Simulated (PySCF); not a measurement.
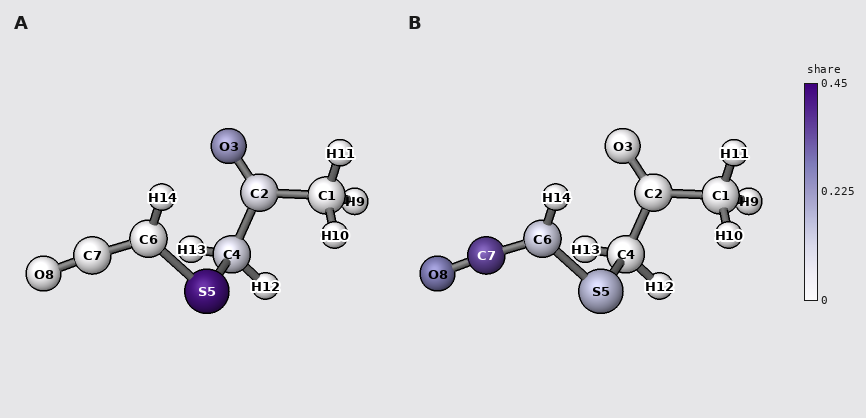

Each panel colours the atoms by their Löwdin share in one orbital (up to four of the largest shares; other atoms are shown as zero). The geometry was computed by an optimisation with GFN2-xTB. No frequency run is at hand to confirm it as a minimum. Method: ωB97X-D/def2-SVPD (PySCF 2.14.0).

### The panels show the HOMO, LUMO, in some order. Which is which?

A: HOMO, −9.03 eV; S5 0.42, O3 0.22, C4 0.10, C2 0.07
B: LUMO, 0.19 eV; C7 0.35, O8 0.27, S5 0.17, C6 0.12
